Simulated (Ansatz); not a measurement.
# Calculations on CH5BFN

Part 1: Relaxation

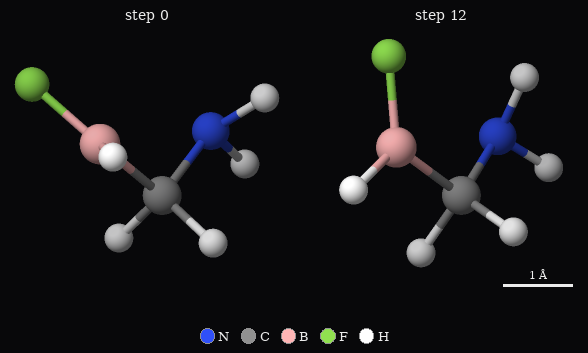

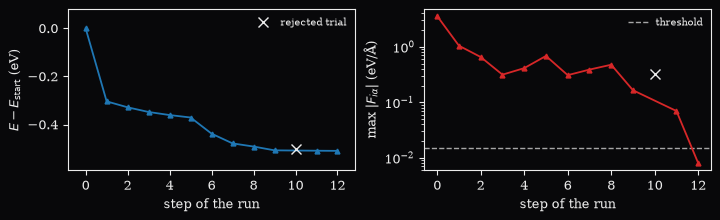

First and last geometry of a relaxation of CH₅BFN, with the history of the run. The picture is a ball-and-stick view, seen from a free direction.

The run prepares an end point of a later path (torsion) calculation, from a guessed geometry.

Theory: Ansatz, RKS PBE0-D4/def2-SVP.

Input file:
```yaml
crystal:
  periodic: [false, false, false]
  atoms:
    - { symbol: "N", position_ang: [-0.4665, 0.8569, -0.7513] }
    - { symbol: C, position_ang: [0.1763, -0.3217, -0.3712] }
    - { symbol: B, position_ang: [-0.0056, -0.5529, 1.1814] }
    - { symbol: F, position_ang: [-1.2103, -0.7072, 1.7752] }
    - { symbol: H, position_ang: [-0.4904, 0.9502, -1.8248] }
    - { symbol: H, position_ang: [0.0339, 1.7369, -0.4139] }
    - { symbol: H, position_ang: [1.2851, -0.2463, -0.629] }
    - { symbol: H, position_ang: [-0.2246, -1.171, -0.9081] }
    - { symbol: H, position_ang: [0.9905, -0.5912, 1.9246] }
basis:
  gaussian: { orbitals: def2-SVP }
hamiltonian:
  xc: pbe0
  dispersion: d4
relax:
  f_tol: 0.015
  max_steps: 40
output:
  orbitals: {}
```

Run as
```bash
ansatz run input.yaml --threads 1 --pin off --max-ram 2048MiB --backend cpu --events-out ev --progress --plain --runs-dir out
```

Question: Did the run converge, and what did it change?

Answer: It converged. F4 moves most after the best rigid fit: 1.07 Å. Largest moves by element: F 1.07 Å, H 0.97 Å, N 0.26 Å, C 0.09 Å, B 0.06 Å. Near-neighbour distances that change, for instance: N1–H5 1.078 → 1.016 Å, N1–H6 1.067 → 1.017 Å, N1–C2 1.395 → 1.443 Å, B3–H9 1.243 → 1.213 Å. Among the angles between lasting bonds that change: N1–C2–H7 109.3° → 116.4°, B3–C2–H7 110.1° → 104.0°, N1–C2–B3 109.8° → 115.4°. Groups turn about C2–B3 by about 70°, N1–C2 by about 20°. Over 11 accepted moves (12 points after the start) the energy falls by 0.509 eV. Largest force component: 3.6 eV/Å at the start, 0.008 eV/Å at the end. The line search rejected the trial step at point 10 of the run. The run took roughly 40 core-seconds on a shared host.

Part 2: Relaxation

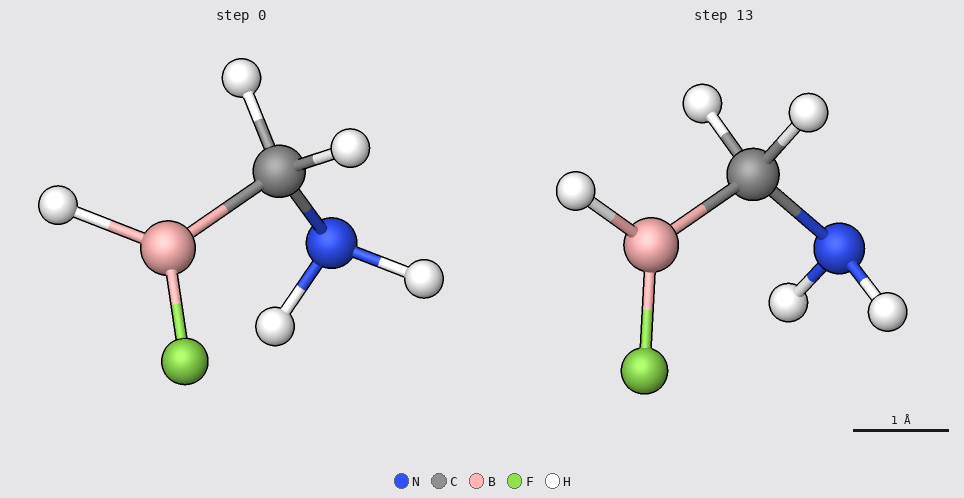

The structure of CH5BFN before (left) and after (right) a relaxation, at one scale.

The picture is a ball-and-stick view, seen at a tilt.

The run prepares an end point of a later path (torsion) calculation, from a guessed geometry.

Method: RKS PBE0-D4/def2-SVP in Ansatz 0.2.0. Settings: no spin polarisation; force threshold 0.015 eV/Å; at most 40 steps.

**Describe what moved and what it gained.**

The energy falls by 53.8 kJ/mol in 12 accepted moves (13 points after the start). The largest force component goes from 4.2 to 0.002 eV/Å. The line search rejected the trial step at point 9 of the run. The forces were under the threshold at step 11, but the run went on from there. An H atom moves most after the best rigid fit: 0.91 Å. By element the largest moves are H 0.91 Å, F 0.62 Å, N 0.30 Å, C 0.13 Å, B 0.09 Å. Among the contacts that change: C–N 1.395 → 1.458 Å, H–N 1.078 → 1.019 Å, C–H 1.141 → 1.109 Å, B–H 1.243 → 1.214 Å. Bond angles that change, for instance: N–C–B 109.8° → 119.3°, H–C–H 107.5° → 101.8°, C–B–H 120.0° → 123.7°. Groups turn about B–C by about 60°, C–N by about 50°.

Part 3: Path

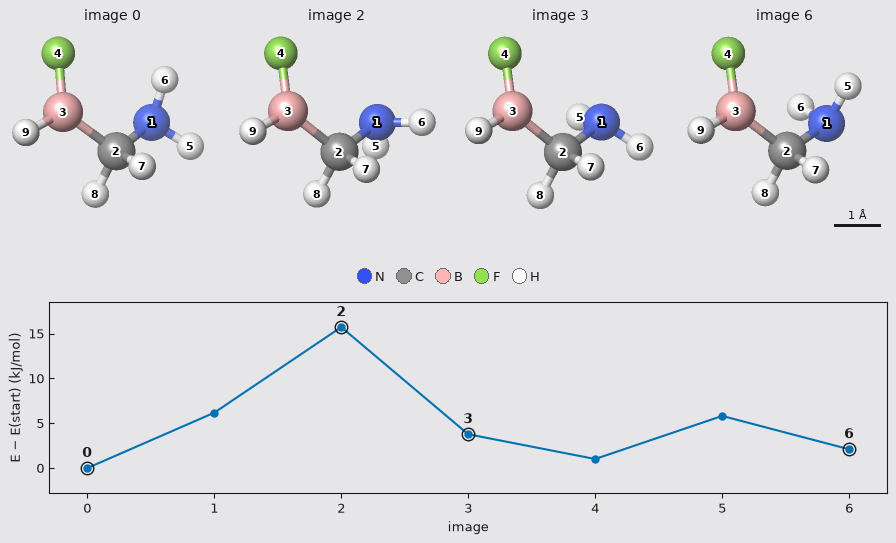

NEB run on CH$_{5}$BFN. Images are numbered from 0 (start) to 6 (end). A ball-and-stick model, seen at a tilt.

These are results of RKS PBE0-D4/def2-SVP in Ansatz, not measurements. Run with 5 movable images; climbing image; force threshold 0.05 eV/Å; iteration limit 60; starting path through a guess of the saddle point.

### Describe the mechanism and the energy profile.

The path has more than one stage, and so few images may leave a stage unresolved. No bond forms or breaks between the ends. Bond angles that change up to the highest image, for instance: N1–C2–H7 116.4° → 112.8°, N1–C2–H8 110.7° → 113.0°. Relative to the start the highest point is image 2 at +15.7 kJ/mol and the end lies at +2.1 kJ/mol, but the profile dips to +1.0 kJ/mol at image 4 on the way, so the process runs in steps. The band converged in 24 iterations. The largest component of the band force went from 120 to 0.045 eV/Å. The climbing image converged on the top of the path. Its vibrational analysis gives one imaginary mode (338i cm⁻¹), as a transition state must have.
